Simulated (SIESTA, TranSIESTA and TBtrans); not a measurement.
Device: Fe chain with one Pb atom in place of Fe. Leads: straight Fe chain, spacing 2.25 Å. Geometry: 3 atoms about the centre moved by SIESTA (PBE, DZP) to a largest force of 0.04 eV/Å, all others as built, motion along the axis alone.

Method: TranSIESTA and TBtrans, PBE, DZP numerical orbitals (energy shift 0.15 eV), PseudoDojo norm-conserving scalar-relativistic potentials, mesh cutoff 200 Ry, 300 K, spin-polarised (collinear), no spin-orbit coupling; self-consistent non-equilibrium Green functions.

Energies count from the leads' Fermi level. Transmissions are for each spin. The energy step is 0.01 eV; narrower resonances are cut or missed.

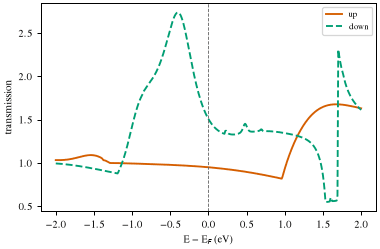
Figure. Transmission against energy

```csv
E (eV),T up,T down,lead channels up,down
-2.00,1.03,0.99,4,1
-1.80,1.05,0.98,4,1
-1.60,1.09,0.95,4,1
-1.40,1.06,0.92,4,1
-1.20,1.00,0.88,1,1
-1.00,0.99,1.43,1,3
-0.80,0.99,1.89,1,4
-0.60,0.98,2.24,1,4
-0.40,0.97,2.74,1,4
-0.20,0.96,2.06,1,4
0.00,0.95,1.51,1,4
0.20,0.93,1.34,1,4
0.40,0.91,1.34,1,band edge
0.60,0.88,1.36,1,band edge
0.80,0.85,1.37,1,4
1.00,0.93,1.35,3,4
1.20,1.37,1.30,3,4
1.40,1.59,1.17,3,4
1.60,1.67,0.60,3,2
1.80,1.67,1.90,3,3
2.00,1.63,1.61,3,3
```

The magnetic order of the leads was set by the start, and no other order was tried; the separate lead runs end at 3.39 (left) and 3.39 (right) μB an atom. The straight chain is held at its spacing; free chains may zigzag or dimerise. Spin-orbit coupling, left out here, matters for the heavy atoms.
